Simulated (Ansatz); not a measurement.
**SiH2Cl (chlorosilyl radical): levels of theory compared**

We compute a comparison of 6 runs (U-r2SCAN/STO-3G, U-wB97M-V/STO-3G, UB2PLYP/STO-3G, USVWN5/STO-3G, UCCSDT/STO-3G, UCCSD/STO-3G) of SiH2Cl (chlorosilyl radical). 

The calculation is run with Ansatz 0.2.0.

52 further runs of the same task are left out: 52 set aside as unsound or not needed.

## (1) The system as given

SiH2Cl has 4 atoms, charge 0, and is taken as a doublet. As SMILES, `[SiH2]Cl`. The H4–Si1 distance was set to 2.903 Å, away from the relaxed value. At this shape a bond of the SMILES string is far longer than usual.

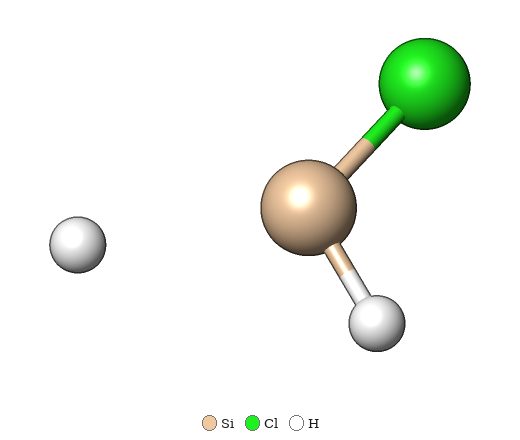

Viewed from a chosen angle; silicon light orange, chlorine green, hydrogen white.

## (2) A single-point energy at U-r2SCAN/STO-3G (run 1)

File input.yaml:

```yaml
crystal:
  periodic: [false, false, false]
  atoms:
    - {symbol: Si, position_ang: [-0.318050, -0.324805, 1.469172]}
    - {symbol: Cl, position_ang: [1.563220, -0.622115, 2.148672]}
    - {symbol: H, position_ang: [-1.099470, -1.540785, 1.600892]}
    - {symbol: H, position_ang: [-0.249110, 0.800200, -1.205980]}
basis:
  gaussian:
    orbitals: STO-3G
accuracy: high
hamiltonian:
  xc: {name: r2SCAN}
magnetization:
  spin_polarized: true
  initial_magnetization: 1
```

Run with:

```console
ansatz run input.yaml --threads 1 --pin off --max-ram 2610MiB --events-out events.jsonl --progress --plain --runs-dir runs
```

The log of the run:

```text
Warning: RAYON_NUM_THREADS=1 ignored (pool sized by the plan → 1); use --threads N
Functional definition: r2SCAN
  name "r2SCAN"
  parameter k0 = 0.174
  parameter k1 = 0.065
  parameter a1 = 4.9479
  exchange = r2scan_x(k0 = k0, k1 = k1, a1 = a1)
  correlation = r2scan_c
340 factors; integrals over basis functions are off by at most 7.4e-9 eV
mean field evaluation 1: about -20191.5395 eV, gradient 1.9e1 eV
mean field evaluation 2: about -20180.9503 eV, gradient 2.8e1 eV
mean field evaluation 4: about -20195.5411 eV, gradient 1.2e1 eV
mean field evaluation 8: about -20199.6429 eV, gradient 3.2e-1 eV
mean field evaluation 16: about -20199.6388 eV, gradient 1.4e-3 eV
mean field evaluation 32: about -20199.4518 eV, gradient 2.0e0 eV
mean field -20199.63882827 eV, -742.3230351318 hartree, gradient 1.1e-8 eV, S^2 0.865181; 2 other end points of the search recorded, 0 dependent functions left out
reference -20199.63882915 eV, -742.3230351644 hartree; 17, 16 occupied and 3, 4 virtual orbitals, 340 factors
Total energy: -20199.63882915 eV, -742.3230351644 hartree
```

Run time: 4.8 s. Hardware: 1 thread of AMD EPYC 7R43 (Zen 3), shared host; peak memory 0.23 GiB.

## (3) A single-point energy at U-wB97M-V/STO-3G (run 2)

File job.yaml:

```yaml
crystal:
  periodic: [false, false, false]
  atoms:
    - symbol: Si
      position_ang: [-0.318050, -0.324805, 1.469172]
    - symbol: Cl
      position_ang: [1.563220, -0.622115, 2.148672]
    - symbol: H
      position_ang: [-1.099470, -1.540785, 1.600892]
    - symbol: H
      position_ang: [-0.249110, 0.800200, -1.205980]
basis:
  gaussian: {orbitals: STO-3G}
magnetization: {spin_polarized: true, initial_magnetization: 1}
hamiltonian: {xc: {name: wB97M-V}}
accuracy: high
```

Run with:

```console
ansatz run job.yaml --threads 1 --pin off --max-ram 2610MiB --events-out events.jsonl --progress --plain --runs-dir runs
```

The log of the run, shortened:

```text
Warning: RAYON_NUM_THREADS=1 ignored (pool sized by the plan → 1); use --threads N
Functional definition: wB97M-V
  name "wB97M-V"
[...]
  gx(w, u) = 1 - cx + cx01*u + cx10*w
  gss(w, u) = css00 + css04*u^4 + css10*w + css20*w^2 + css43*w^4*u^3
  gos(w, u) = cos00 + cos10*w + (cos20 + cos21*u)*w^2 + (cos60 + cos61*u)*w^6
[...]
      + integral(e_c_pw_mod_opposite_spin*gos(b97_w_opposite, b97_u_opposite)) + vv10(b, c)
340 factors; integrals over basis functions are off by at most 7.4e-9 eV
132 factors; integrals over basis functions are off by at most 5.5e-10 eV
[...]
mean field -20202.26303049 eV, -742.4194727849 hartree, gradient 3.6e-8 eV, S^2 0.765868; 2 other end points of the search recorded, 0 dependent functions left out
reference -20202.26303291 eV, -742.4194728737 hartree; 17, 16 occupied and 3, 4 virtual orbitals, 340 factors
Total energy: -20202.26303291 eV, -742.4194728737 hartree
```

It took 17 s on 1 thread of AMD EPYC 7R43 (Zen 3), shared host; peak memory 0.48 GiB.

Run 3 isn't shown in full; the table further down has it.

## (4) A single-point energy at USVWN5/STO-3G (run 4)

File run.yaml:

```yaml
crystal:
  periodic: [false, false, false]
  atoms:
    - {symbol: Si, position_ang: [-0.318050, -0.324805, 1.469172]}
    - {symbol: Cl, position_ang: [1.563220, -0.622115, 2.148672]}
    - {symbol: H, position_ang: [-1.099470, -1.540785, 1.600892]}
    - {symbol: H, position_ang: [-0.249110, 0.800200, -1.205980]}
basis:
  gaussian:
    orbitals: STO-3G
magnetization:
  spin_polarized: true
  initial_magnetization: 1
hamiltonian:
  xc: {name: SVWN5}
accuracy: high
```

Run with:

```console
ansatz run run.yaml --threads 1 --pin off --max-ram 2610MiB --events-out events.jsonl --progress --plain --runs-dir runs
```

The log of the run:

```text
Warning: RAYON_NUM_THREADS=1 ignored (pool sized by the plan → 1); use --threads N
Functional definition: SVWN5
  name "SVWN5"
  exchange = slater_x
  correlation = vwn5_c
340 factors; integrals over basis functions are off by at most 7.4e-9 eV
mean field evaluation 1: about -20118.3036 eV, gradient 2.0e1 eV
mean field evaluation 2: about -20103.5155 eV, gradient 3.5e1 eV
mean field evaluation 4: about -20118.0787 eV, gradient 1.3e1 eV
mean field evaluation 8: about -20125.5679 eV, gradient 2.4e-1 eV
mean field evaluation 16: about -20125.5540 eV, gradient 2.3e-8 eV
mean field -20125.55403841 eV, -739.6004693210 hartree, gradient 2.3e-8 eV, S^2 0.788805; 2 other end points of the search recorded, 0 dependent functions left out
reference -20125.55404015 eV, -739.6004693850 hartree; 17, 16 occupied and 3, 4 virtual orbitals, 340 factors
Total energy: -20125.55404015 eV, -739.6004693850 hartree
```

It took 1.1 s on 1 thread of AMD EPYC 7R43 (Zen 3), shared host; peak memory 0.12 GiB.

Run 5 isn't shown in full; the table further down has it.

## (5) A single-point energy at UCCSD/STO-3G (run 6)

File in.yaml:

```yaml
crystal:
  periodic: [false, false, false]
  atoms:
    - symbol: Si
      position_ang: [-0.318050, -0.324805, 1.469172]
    - symbol: Cl
      position_ang: [1.563220, -0.622115, 2.148672]
    - symbol: H
      position_ang: [-1.099470, -1.540785, 1.600892]
    - symbol: H
      position_ang: [-0.249110, 0.800200, -1.205980]
basis:
  gaussian: {orbitals: STO-3G}
magnetization: {spin_polarized: true, initial_magnetization: 1}
correlation: {method: ccsd, frozen_orbitals: {Cl: 5, H: 0, Si: 5}}
accuracy: high
scf: {omitted_lower_state_checks: [cluster_reference, increment]}
```

Run with:

```console
ansatz run in.yaml --threads 1 --pin off --max-ram 2610MiB --events-out events.jsonl --progress --plain --runs-dir runs
```

The log of the run:

```text
Warning: RAYON_NUM_THREADS=1 ignored (pool sized by the plan → 1); use --threads N
[... 13 lines left out ...]
10 core orbitals not correlated: weight in the atoms' cores, before any rotation towards them, 1.000 or more for the frozen orbitals, at most 0.000 for the correlated occupied ones
[... 36 lines left out ...]
Total energy: -20170.66301390 eV, -741.2581935944 hartree
Checks for a lower state left out: cluster_reference, increment
```

It took 0.44 s on 1 thread of AMD EPYC 7R43 (Zen 3), shared host.

## (6) All runs side by side

```csv
run,level,frozen core orbitals,energy (Eh),⟨S²⟩,wall time
1,U-r2SCAN/STO-3G,–,-742.323035,0.865,4.8 s
2,U-wB97M-V/STO-3G,–,-742.419473,0.766,17 s
3,UB2PLYP/STO-3G,10,-742.048561,0.866,3.6 s
4,USVWN5/STO-3G,–,-739.600469,0.789,1.1 s
5,UCCSDT/STO-3G,10,-741.259450,1.024,0.89 s
6,UCCSD/STO-3G,10,-741.258194,1.024,0.44 s
```

## (7) Summary of results

```
                                           quantity          value
                                run 6: total energy  -741.25819 Eh
run 6: correlation energy (10 core orbitals frozen)      -46.2 mEh
           run 6: ⟨S²⟩ of the reference determinant          1.024
                               run 6: T1 diagnostic          0.054
```

Totals of different functionals can't be ranked against each other. In runs 1, 2, 3, 4, 5, 6 the basis is minimal, so the values are rough. Spin contamination of the reference: run 5 ⟨S²⟩ = 1.02, run 6 ⟨S²⟩ = 1.02, run 3 ⟨S²⟩ = 0.87, run 1 ⟨S²⟩ = 0.87. All runs together took 28 s, the longest 17 s.
